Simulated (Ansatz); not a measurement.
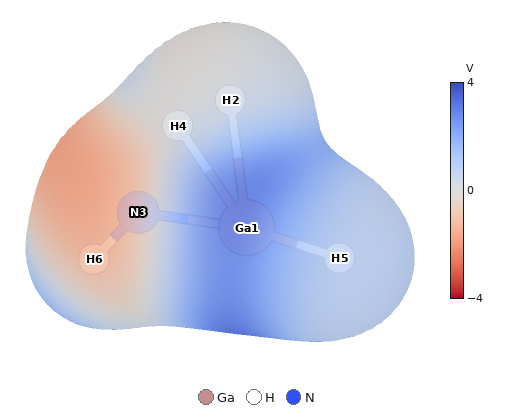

GaH$_{4}$N. The molecular electrostatic potential painted on the density surface at 0.004 e/bohr³, seen at a tilt; the colour scale runs from red (negative) to blue (positive).

A transition-state structure; geometry: PBE0-D4/def2-TZVP.

Method: Ansatz 0.2.0, RKS PBE0-D4/def2-TZVPP.

```yaml
atoms:
  - { symbol: Ga, position_ang: [-0.4181, -0.6789, 0.1498] }
  - { symbol: H, position_ang: [1.3766, -0.1633, 0.6469] }
  - { symbol: N, position_ang: [-0.2346, 0.9217, -0.5351] }
  - { symbol: H, position_ang: [1.0005, 0.5418, 0.1562] }
  - { symbol: H, position_ang: [-0.8177, -2.0831, 0.6520] }
  - { symbol: H, position_ang: [-0.9067, 1.4618, -1.0698] }
```

**Where is the surface potential most negative and most positive?**

The most negative region (about −1.7 V) lies over N3, the most positive (about +3.1 V) over Ga1. N3 is the likeliest acceptor of a hydrogen bond.
